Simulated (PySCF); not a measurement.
SMILES C[SiH](C)[SiH2]Cl at its PBE0/def2-SVP optimised geometry (Å):

```
14

Si     0.4941     0.0509     0.0000
Cl     2.5845     0.0509     0.0000
Si    -0.1947    -1.1161    -1.9197
C     -2.0685    -1.0373    -2.1193
C      0.7066    -0.3847    -3.4024
H      0.0474     1.4788     0.0000
H      0.0392    -0.5696     1.2814
H      0.2293    -2.5407    -1.7234
H     -2.3805    -1.5948    -3.0169
H     -2.4129     0.0028    -2.2303
H     -2.5845    -1.4788    -1.2528
H      1.7926    -0.3783    -3.2236
H      0.3850     0.6522    -3.5874
H      0.5092    -0.9730    -4.3124
```

Level of theory: PBE0/def2-TZVP run with PySCF. Cells within 0.4 Å of a nucleus heavier than hydrogen are left out (blank, or x).

Map of the deformation density (molecule minus spherical neutral atoms) (e/bohr³) on the plane z = 0.0 Å:

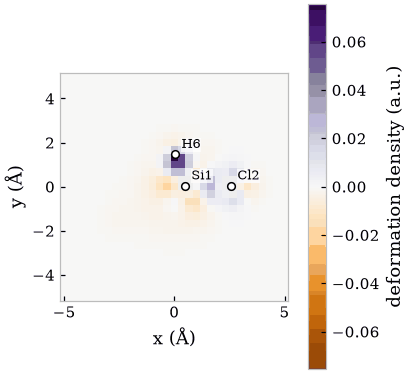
Fig. 1. Deformation density (molecule minus spherical neutral atoms) (e/bohr³) on the plane z = 0.0 Å.
